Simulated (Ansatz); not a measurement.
Band structure of Sc3Al (P6_3/mmc, 8 atoms in the cell).

```
Sc3Al
1.0
    6.17693     0.00000     0.00000
   -3.08847     5.34938     0.00000
    0.00000     0.00000     4.97099
Sc Al
6 2
Direct
  0.82880   0.17120   0.75000
  0.17120   0.82880   0.25000
  0.65760   0.82880   0.25000
  0.34240   0.17120   0.75000
  0.82880   0.65760   0.75000
  0.17120   0.34240   0.25000
  0.66667   0.33333   0.25000
  0.33333   0.66667   0.75000
```
Moments meant for the start (each program seeds them in its own way; μB, in the order of the atoms Sc Sc Sc Sc Sc Sc Al Al): 1.0 1.0 1.0 1.0 1.0 1.0 0.0 0.0.

Method: LDA (PW92), PAW files made with PBE (plane waves; Ansatz, a first-principles code).

Settings: kpoints.mp_grid.grid = 3 3 3; hamiltonian.xc = lda; hamiltonian.pseudopotentials = {kind: paw} (an earlier, softer set of the program's PAW files); magnetization.spin_polarized = true; scf.occupations.method = fermi_dirac; scf.occupations.width = 0.05 eV; kpoints.band_path.npoints = 8.

The starting cell comes from a database of computed structures (which also holds hypothetical and non-ambient phases and stackings), without a prior relaxation at this level. Its lattice was rescaled by a random factor within 2.5 % of one. The starting moments vanished: the run ended non-magnetic. The program warned that a starting moment was not kept.

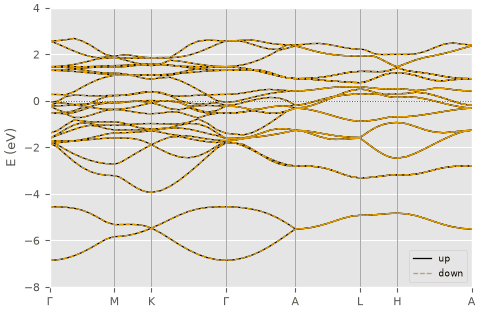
Figure. Bands along the path, energies from the Fermi level.

Levels in eV from the Fermi level, bands 34 to 41 of the first spin channel:
```tsv
point	34	35	36	37	38	39	40	41
Γ	-0.53	-0.53	-0.22	-0.22	-0.20	-0.06	0.28	1.31
M	-0.37	-0.36	-0.09	-0.06	0.22	0.24	1.10	1.10
K	-0.55	-0.09	-0.09	0.01	0.39	0.39	0.94	1.11
A	-0.31	-0.31	-0.31	-0.19	-0.19	0.43	0.43	0.95
L	-0.87	0.29	0.29	0.50	0.50	0.61	0.61	0.78
H	-0.68	0.15	0.15	0.31	0.31	0.52	0.52	1.19
```

Bands cross the Fermi level along this path, so the cell is metallic at this level.

The net moment of the cell came out as 0.00 μB.

Keys are those of Ansatz 0.2.
